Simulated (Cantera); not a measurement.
Charge: 1 mol SiO2, 3.9 mol F2, 7.8 mol Cl2, at 133 Pa.

These are equilibrium values from Cantera (NASA tables, ideal gas, pure condensed phases), not measurements of a reactor. Candidate condensed phases: Si, SiO2; 26 gas species. Kinetics and transport are ignored.

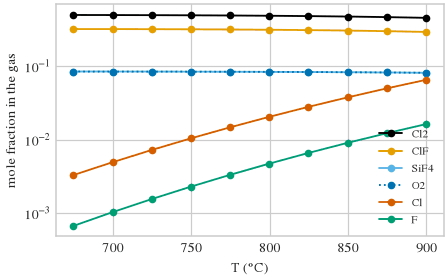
Figure: Equilibrium gas composition (values under 1e-9 drawn at 1e-9)

From 675 °C to 900 °C nothing is condensed. The main Si-bearing gas is SiF4 throughout.
